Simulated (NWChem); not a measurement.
# C8H9F5O2 (SMILES C=C(C)CCOC(=O)C(F)(F)C(F)(F)F) at 3 levels

We compute a comparison of 3 runs (HF/STO-3G, HF/3-21G, B3LYP/6-31G*) of C8H9F5O2. 

Program for the calculation: NWChem 7.3.0.

### Step 1. The molecule

The species is C8H9F5O2 (24 atoms), meant as a singlet with charge 0. SMILES: `C=C(C)CCOC(=O)C(F)(F)C(F)(F)F`. Geometry: relaxed at GFN2-xTB. This is one conformer, not always the lowest.

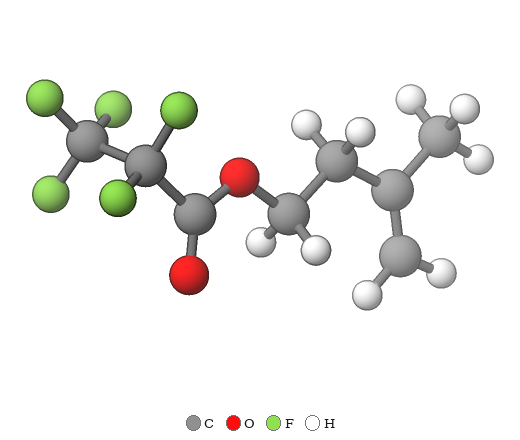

The structure, seen from a chosen angle (carbon grey, oxygen red, fluorine green, hydrogen white).

### Step 2. Energy and gradient at HF/STO-3G (run 1)

Contents of run.py:

```python
from ase import Atoms
from ase.calculators.nwchem import NWChem

mol = Atoms(['C', 'C', 'C', 'C', 'C', 'O', 'C', 'O', 'C', 'F', 'F', 'C', 'F', 'F', 'F', 'H', 'H', 'H', 'H', 'H', 'H', 'H', 'H', 'H'], positions=[
    [-3.036150, -1.309680, 0.245600],
    [-2.695990, -0.044430, 0.065070],
    [-3.713040, 1.057310, 0.042630],
    [-1.284610, 0.442300, -0.136110],
    [-0.227240, -0.648540, -0.144180],
    [1.046550, -0.008370, -0.356460],
    [2.091010, -0.789100, -0.452520],
    [2.133990, -1.979190, -0.381710],
    [3.369750, 0.087810, -0.643810],
    [4.341710, -0.612730, -1.255690],
    [3.114250, 1.168420, -1.411590],
    [3.888340, 0.571670, 0.736000],
    [4.954750, 1.354440, 0.627810],
    [2.939740, 1.261890, 1.373220],
    [4.213940, -0.463820, 1.506750],
    [-4.066110, -1.590610, 0.383780],
    [-2.325630, -2.115950, 0.264640],
    [-3.688070, 1.576390, -0.914550],
    [-3.496710, 1.788490, 0.820190],
    [-4.713600, 0.666200, 0.200420],
    [-1.038410, 1.156420, 0.654420],
    [-1.228360, 0.985410, -1.083380],
    [-0.391980, -1.370300, -0.949470],
    [-0.188140, -1.184020, 0.808930],
])

calc = NWChem(
    label='mymol',
    theory='scf',
    memory='2900 mb',
    basis='STO-3G',
    basispar='spherical bse',
    scf={'nopen': '0', 'rhf': None, 'thresh': '1e-08', 'maxiter': '80'},
)
mol.calc = calc

forces = mol.get_forces()
e = mol.get_potential_energy()
print(f"E = {e:.6f} eV")
print("forces (eV/A):")
for s, f in zip(mol.symbols, forces):
    print(f"{s:2s} {f[0]:10.5f} {f[1]:10.5f} {f[2]:10.5f}")
print("dipole (e A):", mol.get_dipole_moment().round(4))
```

Started as:

```bash
export ASE_NWCHEM_COMMAND="nwchem PREFIX.nwi > PREFIX.nwo"
python run.py
```

Standard output:

```text
E = -25642.105486 eV
forces (eV/A):
C     0.22312    1.08151   -0.15010
C    -0.41215   -1.92977    0.26426
C    -0.76747    0.71425   -0.00375
C     0.34550    0.91464   -0.12758
C     1.11889   -0.72099   -0.06695
O    -3.38290    3.00099    0.22610
C     2.71781   -0.36438   -0.24857
O    -0.17031   -2.89419    0.13642
C    -0.67692   -0.21201   -0.45853
F     1.49083   -1.39523   -0.86302
F    -0.61958    1.59861   -1.02299
C    -0.48409   -0.07281    0.24533
F     2.46276    1.74907   -0.63974
F    -2.08666    1.43529    1.11493
F     0.71487   -2.46229    1.48908
H    -0.16234   -0.06659    0.02648
H     0.13185   -0.13776    0.00314
H    -0.05435    0.00941    0.07189
H    -0.07148   -0.00535   -0.05548
H     0.02314    0.09076   -0.01244
H    -0.01419   -0.05461   -0.16075
H     0.02653   -0.02828    0.16779
H    -0.17113   -0.11524    0.05410
H    -0.18183   -0.13509    0.01049
dipole (e A): [-0.4985  0.1265  0.0082]
```

The calculator wrote mymol.nwi:

```
title "mymol"

permanent_dir mymol

scratch_dir mymol

start mymol

geometry units angstrom nocenter noautosym noautoz
  C  -3.0361500000000001e+00 -1.3096800000000000e+00 2.4560000000000001e-01
  C  -2.6959900000000001e+00 -4.4429999999999997e-02 6.5070000000000003e-02
  C  -3.7130399999999999e+00 1.0573100000000000e+00 4.2630000000000001e-02
  C  -1.2846100000000000e+00 4.4230000000000003e-01 -1.3611000000000001e-01
  C  -2.2724000000000000e-01 -6.4854000000000001e-01 -1.4418000000000000e-01
  O  1.0465500000000001e+00 -8.3700000000000007e-03 -3.5646000000000000e-01
  C  2.0910099999999998e+00 -7.8910000000000002e-01 -4.5251999999999998e-01
  O  2.1339899999999998e+00 -1.9791900000000000e+00 -3.8170999999999999e-01
  C  3.3697499999999998e+00 8.7809999999999999e-02 -6.4380999999999999e-01
  F  4.3417100000000000e+00 -6.1273000000000000e-01 -1.2556900000000000e+00
  F  3.1142500000000002e+00 1.1684200000000000e+00 -1.4115899999999999e+00
  C  3.8883399999999999e+00 5.7167000000000001e-01 7.3599999999999999e-01
  F  4.9547499999999998e+00 1.3544400000000001e+00 6.2780999999999998e-01
  F  2.9397400000000000e+00 1.2618900000000000e+00 1.3732200000000001e+00
  F  4.2139400000000000e+00 -4.6382000000000001e-01 1.5067500000000000e+00
  H  -4.0661100000000001e+00 -1.5906100000000001e+00 3.8378000000000001e-01
  H  -2.3256299999999999e+00 -2.1159500000000002e+00 2.6463999999999999e-01
  H  -3.6880700000000002e+00 1.5763900000000000e+00 -9.1454999999999997e-01
  H  -3.4967100000000002e+00 1.7884899999999999e+00 8.2018999999999997e-01
  H  -4.7135999999999996e+00 6.6620000000000001e-01 2.0041999999999999e-01
  H  -1.0384100000000001e+00 1.1564200000000000e+00 6.5442000000000000e-01
  H  -1.2283599999999999e+00 9.8541000000000001e-01 -1.0833800000000000e+00
  H  -3.9198000000000000e-01 -1.3703000000000001e+00 -9.4947000000000004e-01
  H  -1.8814000000000000e-01 -1.1840200000000001e+00 8.0893000000000004e-01
end

memory 2900 mb

basis spherical bse noprint
   * library STO-3G
end

scf
  nopen 0
  rhf
  thresh 1e-08
  maxiter 80
end

task scf gradient
```

mymol.nwo:

```text
Northwest Computational Chemistry Package (NWChem) 7.3.0
             --------------------------------------------------------

           Job information
           ---------------

    nwchem branch   = 7.3.0
    use scalapack   = T
    input           = mymol.nwi
    prefix          = mymol.
    data base       = mymol/mymol.db
    status          = startup
    nproc           =        1

           Memory information
           ------------------

[... 5 lines left out ...]
    hardfail = no
[... 163 lines left out ...]
         Quadratically convergent ROHF
[... 15 lines left out ...]
       Final RHF  results
[... 4 lines left out ...]
      Two-electron energy =   1468.903016082107
[... 78 lines left out ...]
                       ROHF Final Molecular Orbital Analysis
[... 425 lines left out ...]
                 ----------------------------------------
                 |  Time  |  1-e(secs)   |  2-e(secs)   |
                 ----------------------------------------
                 |  CPU   |       0.02   |       3.97   |
                 ----------------------------------------
                 |  WALL  |       0.02   |       3.97   |
                 ----------------------------------------

 Task  times  cpu:       52.0s     wall:       52.0s
 Total times  cpu:       52.0s     wall:       52.0s
```

Run time: 53 s. Hardware: 1 thread of Intel Xeon Platinum 8259CL at 2.50GHz (Skylake/Cascade Lake), shared host; peak memory 0.099 GiB.

### Step 3. Energy and gradient at HF/3-21G (run 2)

Contents of c8h9f5o2.xyz:

```xyz
24
C8H9F5O2
C     -3.036150    -1.309680     0.245600
C     -2.695990    -0.044430     0.065070
C     -3.713040     1.057310     0.042630
C     -1.284610     0.442300    -0.136110
C     -0.227240    -0.648540    -0.144180
O      1.046550    -0.008370    -0.356460
C      2.091010    -0.789100    -0.452520
O      2.133990    -1.979190    -0.381710
C      3.369750     0.087810    -0.643810
F      4.341710    -0.612730    -1.255690
F      3.114250     1.168420    -1.411590
C      3.888340     0.571670     0.736000
F      4.954750     1.354440     0.627810
F      2.939740     1.261890     1.373220
F      4.213940    -0.463820     1.506750
H     -4.066110    -1.590610     0.383780
H     -2.325630    -2.115950     0.264640
H     -3.688070     1.576390    -0.914550
H     -3.496710     1.788490     0.820190
H     -4.713600     0.666200     0.200420
H     -1.038410     1.156420     0.654420
H     -1.228360     0.985410    -1.083380
H     -0.391980    -1.370300    -0.949470
H     -0.188140    -1.184020     0.808930
```

Contents of c8h9f5o2.nw:

```
start c8h9f5o2
title "C8H9F5O2"
memory total 2900 mb
geometry units angstroms noautosym nocenter noautoz
load c8h9f5o2.xyz
end
basis spherical bse
* library 3-21G
end
scf
thresh 1e-08
maxiter 80
noprint "final vectors analysis"
end
task scf gradient
```

Started as:

```bash
nwchem c8h9f5o2.nw > c8h9f5o2.out
```

Standard output:

```text
[...]
  functions       =   153
[...]
  wavefunction    = RHF
[...]
         Total SCF energy =   -949.863209028269
      One-electron energy =  -3522.149280371265
      Two-electron energy =   1460.610288478532
 Nuclear repulsion energy =   1111.675782864465
        Time for solution =     49.9s
[...]
                         RHF ENERGY GRADIENTS
    atom               coordinates                        gradient
                 x          y          z           x          y          z
   1 C      -5.737492  -2.474936   0.464117    0.000231  -0.002825   0.000385
   2 C      -5.094682  -0.083961   0.122964   -0.000616   0.012476  -0.001362
   3 C      -7.016628   1.998026   0.080559    0.007111  -0.005598  -0.000108
   4 C      -2.427561   0.835826  -0.257211   -0.007787  -0.009103   0.001672
   5 C      -0.429421  -1.225563  -0.272461    0.021437   0.018711  -0.004428
   6 O       1.977693  -0.015817  -0.673612    0.001331  -0.009111   0.000127
   7 C       3.951436  -1.491183  -0.855139   -0.045371  -0.011189   0.005925
   8 O       4.032656  -3.740127  -0.721327    0.004460   0.002591  -0.000365
   9 C       6.367904   0.165937  -1.216624    0.012516   0.001692  -0.019498
  10 F       8.204642  -1.157892  -2.372910   -0.006736   0.011636  -0.002964
  11 F       5.885079   2.207994  -2.667518    0.006715  -0.008267  -0.002120
[...]
```

Run time: 58 s. Hardware: 1 thread of Intel Xeon Platinum 8259CL at 2.50GHz (Skylake/Cascade Lake), shared host; peak memory 0.1 GiB.

### Step 4. Energy and forces at B3LYP/6-31G(d) (Cartesian functions) (run 3)

Contents of c8h9f5o2.nw:

```
start c8h9f5o2
title "C8H9F5O2"
memory total 2900 mb
charge 0

geometry units angstroms noautosym nocenter noautoz
   C     -3.036150    -1.309680     0.245600
   C     -2.695990    -0.044430     0.065070
   C     -3.713040     1.057310     0.042630
   C     -1.284610     0.442300    -0.136110
   C     -0.227240    -0.648540    -0.144180
   O      1.046550    -0.008370    -0.356460
   C      2.091010    -0.789100    -0.452520
   O      2.133990    -1.979190    -0.381710
   C      3.369750     0.087810    -0.643810
   F      4.341710    -0.612730    -1.255690
   F      3.114250     1.168420    -1.411590
   C      3.888340     0.571670     0.736000
   F      4.954750     1.354440     0.627810
   F      2.939740     1.261890     1.373220
   F      4.213940    -0.463820     1.506750
   H     -4.066110    -1.590610     0.383780
   H     -2.325630    -2.115950     0.264640
   H     -3.688070     1.576390    -0.914550
   H     -3.496710     1.788490     0.820190
   H     -4.713600     0.666200     0.200420
   H     -1.038410     1.156420     0.654420
   H     -1.228360     0.985410    -1.083380
   H     -0.391980    -1.370300    -0.949470
   H     -0.188140    -1.184020     0.808930
end

basis cartesian
   * library 6-31G*
end

dft
   xc b3lyp
   grid fine
   convergence energy 1e-08
   maxiter 100
   mulliken
end

task dft gradient
```

Started as:

```bash
nwchem c8h9f5o2.nw > c8h9f5o2.out
```

Standard output:

```text
[...]
          Wavefunction type:  closed shell.
          No. of atoms     :    24
          No. of electrons :   118
[...]
          Charge           :     0
          Spin multiplicity:     1
[...]
          AO basis - number of functions:   243
[...]
              XC Information
              --------------
                         B3LYP Method XC Potential
                     Hartree-Fock (Exact) Exchange  0.200
                        Slater Exchange Functional  0.800 local
                    Becke 1988 Exchange Functional  0.720 non-local
              Lee-Yang-Parr Correlation Functional  0.810
                  VWN I RPA Correlation Functional  0.190 local
[...]
 d= 0,ls=0.0,diis     1   -959.4230529601 -2.07D+03  1.36D-02  4.57D+00    28.8
[...]
 d= 0,ls=0.0,diis    12   -959.8960836581 -7.35D-10  1.11D-07  1.65D-09   298.9
         Total DFT energy =     -959.896083658106
      One electron energy =    -3532.619909758451
           Coulomb energy =     1577.437596160212
    Exchange-Corr. energy =     -116.389552924331
 Nuclear repulsion energy =     1111.675782864464
[...]
  wavefunction    = closed shell
[...]
```

Run time: 6 min. Hardware: 1 thread of Intel Xeon Platinum 8259CL at 2.50GHz (Skylake/Cascade Lake), shared host; peak memory 0.16 GiB.

### Step 5. The series

| run | level | Cartesian functions | iteration cap | energy (Eh) | dipole moment (D) | HOMO energy (eV) | LUMO energy (eV) | wall time |
| --- | --- | --- | --- | --- | --- | --- | --- | --- |
| 1 | HF/STO-3G | no | 80 | -942.330003 | 2.47 | -8.53 | 7.67 | 53 s |
| 2 | HF/3-21G | no | 80 | -949.863209 | 3.82 | – | – | 58 s |
| 3 | B3LYP/6-31G* (Cartesian functions) | yes | 100 | -959.896084 | 3.44 | -7.12 | -0.71 | 6 min |

### Step 6. Outcome

| quantity | value |
| --- | --- |
| run 3: total energy | -959.89608 Eh |
| run 3: dipole moment | 3.44 D |
| run 3: HOMO energy | -7.12 eV |
| run 3: LUMO energy | -0.71 eV |
| run 3: HOMO–LUMO gap | 6.41 eV |
| run 3: largest force on an atom | 1.426 eV/Å |

The dipole moment (its size) runs from 2.47 D (HF/STO-3G) to 3.82 D (HF/3-21G). In run 1 the basis is minimal, so the values are rough. All runs together took 7.8 min, the longest 6 min.
